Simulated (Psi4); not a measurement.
# UDSD-PBEP86/cc-pVDZ (density fitting for correlation) run of C2F5 (pentafluoroethyl)

Aim: the vertical ionisation energy of C2F5 (pentafluoroethyl) at UDSD-PBEP86/cc-pVDZ (density fitting for correlation), from 2 runs. 

The calculation is run with Psi4 1.11.

**1. The system as given**

The species is C2F5 (7 atoms), meant as a doublet with charge 0. SMILES: `F[C](F)C(F)(F)F`. The shape is that of a PBE0-D4/def2-TZVP optimisation.

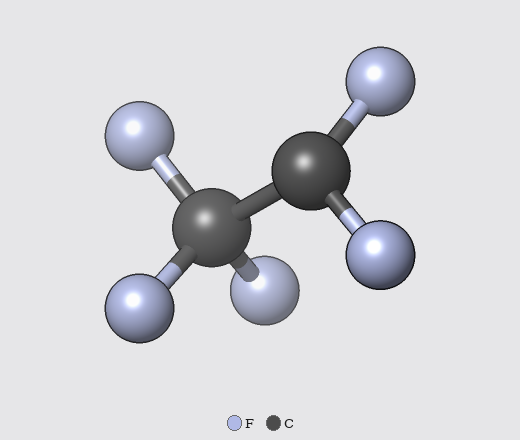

The structure, seen from a chosen angle (fluorine light blue, carbon dark grey).

**2. A single-point energy at UDSD-PBEP86/cc-pVDZ (density fitting for correlation)**

File calc.dat:

```
memory 2200 mb

molecule {
  0 2
  F      1.561030    -0.846020     0.512950
  C      0.322010    -0.468420     0.723150
  F     -0.464130    -1.481230     1.002660
  C     -0.228340     0.480800    -0.320510
  F      0.577960     1.527090    -0.444820
  F     -1.434800     0.896110     0.043240
  F     -0.333720    -0.108340    -1.516660
  units angstrom
  symmetry c1
}

set reference uks
set puream true
set e_convergence 1e-09
set d_convergence 1e-08
set scf_type pk
set dft_radial_points 99
set dft_spherical_points 590
set num_frozen_docc 7
set maxiter 100

energy("dsd-pbep86/cc-pVDZ")
```

Command:

```
$ psi4 calc.dat calc.out -n 1
```

calc.out (excerpt; [...] marks lines left out):

```text
[...]
  Running in c1 symmetry.
[...]
  Nuclear repulsion =  346.112002362467138
[...]
  Multiplicity = 2
[...]
  Nalpha       = 29
  Nbeta        = 28
[...]
    Number of basis functions: 98
[...]
   @UKS iter   1:  -573.73208262140963   -4.04696e-01   5.48124e-03 ADIIS/DIIS
[...]
   @UKS iter  14:  -573.84284606674362   -2.95586e-12   6.29122e-09 DIIS
[...]
   @S^2 Observed:                7.547727766E-01
[...]
    Orbital Energies [Eh]
    ---------------------
    Alpha Occupied:
       1A    -25.814806     2A    -25.814795     3A    -25.807384
       4A    -25.807361     5A    -25.803334     6A    -11.162134
       7A    -11.082258     8A     -1.631646     9A     -1.600497
      10A     -1.543057    11A     -1.530606    12A     -1.528841
      13A     -0.997270    14A     -0.872577    15A     -0.801739
      16A     -0.787094    17A     -0.784918    18A     -0.745904
      19A     -0.730948    20A     -0.670259    21A     -0.652890
      22A     -0.650896    23A     -0.650675    24A     -0.617848
      25A     -0.607907    26A     -0.601518    27A     -0.589610
      28A     -0.554417    29A     -0.394531
    Alpha Virtual:
[...]
  @UKS Final Energy:  -573.84284606674362
   => Energetics <=
    Nuclear Repulsion Energy =            346.1120023624671376
    One-Electron Energy =               -1486.0642109357406753
    Two-Electron Energy =                 584.0760975382772813
    DFT Exchange-Correlation Energy =     -17.9667350317473655
    Empirical Dispersion Energy =           0.0000000000000000
    VV10 Nonlocal Energy =                  0.0000000000000000
    Total Energy =                       -573.8428460667436184
[...]
 Multipole Moments:
 ------------------------------------------------------------------------------------
     Multipole            Electronic (a.u.)      Nuclear  (a.u.)        Total (a.u.)
 ------------------------------------------------------------------------------------
 L = 1.  Multiply by 2.5417464519 to convert [e a0] to [Debye]
 Dipole X            :         -0.0126255            0.0623769            0.0497514
 Dipole Y            :          0.0043502            0.0082463            0.0125964
 Dipole Z            :         -0.0471484            0.2681329            0.2209845
 Magnitude           :                                                    0.2268656
[...]
```

Run time: 33 s. Hardware: 1 thread of Intel Xeon Platinum 8259CL at 2.50GHz (Skylake/Cascade Lake), shared host; peak memory 1.3 GiB.

**3. The singlet cation at the same level**

File job.py:

```python
import psi4

psi4.set_memory(2200000000)
psi4.set_num_threads(1)
psi4.core.set_output_file('psi4.out', False)

molecule = psi4.geometry("""
1 1
F
C 1 1.312226
F 2 1.312222 1 112.19077
C 2 1.514308 3 114.38599 1 132.43862
F 4 1.326761 2 109.75704 3 174.43932
F 4 1.326779 5 109.3566 2 120.43374
F 4 1.337522 5 108.14647 6 117.54788
symmetry c1
no_reorient
no_com
""")

psi4.set_options({
    'puream': True,
    'e_convergence': 1e-09,
    'd_convergence': 1e-08,
    'scf_type': 'pk',
    'dft_radial_points': 99,
    'dft_spherical_points': 590,
    'num_frozen_docc': 7,
})

E, wfn = psi4.energy("dsd-pbep86/cc-pVDZ", return_wfn=True)
print(f'total energy {E:.8f} hartree = {E * 27.211386:.5f} eV')
```

Command:

```
$ python job.py
```

psi4.out (excerpt; [...] marks lines left out):

```text
[...]
  Running in c1 symmetry.
[...]
  Nuclear repulsion =  346.112020387941186
[...]
  Multiplicity = 1
[...]
  Nalpha       = 28
  Nbeta        = 28
[...]
    Number of basis functions: 98
[...]
   @RKS iter   1:  -573.24144097917906    8.59458e-02   7.08539e-03 DIIS/ADIIS
[...]
   @RKS iter  13:  -573.44137093429526   -5.91172e-12   4.90119e-09 DIIS
[...]
    Orbital Energies [Eh]
    ---------------------
    Doubly Occupied:
       1A    -26.170743     2A    -26.170723     3A    -26.054195
       4A    -26.037773     5A    -26.037754     6A    -11.516215
       7A    -11.438654     8A     -1.940401     9A     -1.872725
      10A     -1.861759    11A     -1.764624    12A     -1.761245
      13A     -1.294503    14A     -1.154142    15A     -1.090025
      16A     -1.076092    17A     -1.037097    18A     -1.003111
      19A     -0.999650    20A     -0.963137    21A     -0.943492
      22A     -0.935304    23A     -0.878820    24A     -0.874229
      25A     -0.838233    26A     -0.834480    27A     -0.821580
      28A     -0.815027
[...]
  @RKS Final Energy:  -573.44137093429526
   => Energetics <=
    Nuclear Repulsion Energy =            346.1120203879411861
    One-Electron Energy =               -1470.0177649198576546
    Two-Electron Energy =                 568.2751770253606765
    DFT Exchange-Correlation Energy =     -17.8108034277394367
    Empirical Dispersion Energy =           0.0000000000000000
    VV10 Nonlocal Energy =                  0.0000000000000000
    Total Energy =                       -573.4413709342952643
[...]
 Multipole Moments:
 ------------------------------------------------------------------------------------
     Multipole            Electronic (a.u.)      Nuclear  (a.u.)        Total (a.u.)
 ------------------------------------------------------------------------------------
 L = 1.  Multiply by 2.5417464519 to convert [e a0] to [Debye]
 Dipole X            :          0.9958634            0.2743546            1.2702179
 Dipole Y            :         -0.7354051           -0.0199863           -0.7553914
 Dipole Z            :         -0.4947279           -0.0135730           -0.5083009
 Magnitude           :                                                    1.5628306
[...]
```

On the terminal:

```text
total energy -574.06478391 hartree = -15621.09842 eV
```

It took 23 s on 1 thread of Intel Xeon Platinum 8259CL at 2.50GHz (Skylake/Cascade Lake), shared host; peak memory 1.3 GiB.

**4. Outcome**

At UDSD-PBEP86/cc-pVDZ (density fitting for correlation), 7 core orbitals frozen:

| quantity | value |
| --- | --- |
| doublet C2F5: total energy | -574.44248 Eh |
| doublet C2F5: HOMO energy (SCF part's orbitals) (highest over α and β) | -10.74 eV |
| doublet C2F5: LUMO energy (SCF part's orbitals) (lowest over α and β) | 0.57 eV |
| doublet C2F5: ⟨S²⟩ | 0.755 |
| singlet cation: total energy | -574.06478 Eh |
| singlet cation: HOMO energy (SCF part's orbitals) | -22.18 eV |
| singlet cation: LUMO energy (SCF part's orbitals) | -10.92 eV |
| singlet cation: HOMO–LUMO gap (SCF part's orbitals) | 11.26 eV |
| vertical ionisation energy (to the singlet cation) | 10.278 eV |

**Reading.** Removing an electron at fixed nuclei costs 10.28 eV (237 kcal/mol). Only the singlet of the ionised species was computed; a triplet could lie lower.
